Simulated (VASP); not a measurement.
The calculation's input:

```
PREC     = Accurate       # precision mode
ENCUT    = 520            # plane-wave cutoff, eV
EDIFF    = 1E-6           # SCF threshold, eV
ISMEAR   = 0              # smearing method
SIGMA    = 0.05           # smearing width, eV
LREAL    = F              # projectors in reciprocal space
LASPH    = T              # aspherical terms in the spheres
NELM     = 100            # most SCF steps
ALGO     = Normal         # electronic algorithm
ISIF     = 2              # what is computed and relaxed
LWAVE    = F              # write WAVECAR
LCHARG   = T              # write CHGCAR
GGA      = CA             # functional
LELF     = T              # ELF
LVHAR    = T            
NBANDS   = 31             # bands
```

Command:

```sh
cat potpaw_LDA.64/Cl/POTCAR potpaw_LDA.64/S/POTCAR potpaw_LDA.64/Cu/POTCAR > POTCAR
mpirun -np 1 vasp_std > vasp.out
```

Below, planes, directions and counts refer to the conventional cell (a = 5.22 Å, b = 5.22 Å, c = 5.22 Å, α = 90.00°, β = 90.00°, γ = 90.00°).

Space group Pm-3m; a generated structure, not necessarily the stable one; computed pressure about −13 GPa in this cell.

The calculation used Kohn-Sham DFT of a periodic cell, LDA, VASP PAW LDA potentials, recommended in VASP 6.6.1.

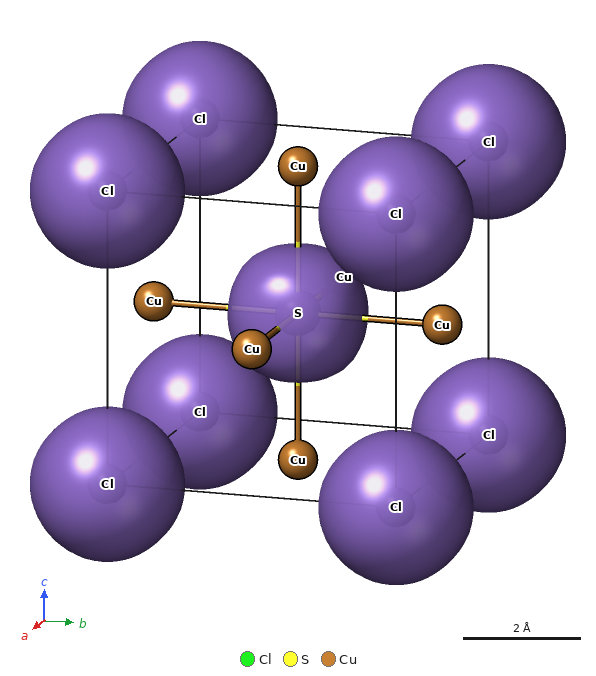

Cu3SCl. Isosurface of the ELF at 0.65 (purple), seen slightly off an axis. Only the valence region is drawn (cores and ρ < 0.01 e/Å³ removed). Sticks mark near contacts.

Core electrons are frozen (PAW), and the valence fields are smoothed inside the atomic spheres.

> Identify the bonds, lone pairs and shells in this picture.

The ELF exceeds this value in one region wrapped around Cl (its valence shell) and one region wrapped around S (its valence shell), counted in one cell of 5 atoms. Any copies at cell faces, edges or corners count once. Along the contacts the grid gives the following. Cu–S (2.61 Å): the ELF peaks at about 0.85 in the valence shell of S, 0.8 Å from its nucleus, and is about 0.45 at the midpoint. Cu–Cl (3.69 Å): the ELF is about 0.05 at the midpoint: no localised pair shows between them.
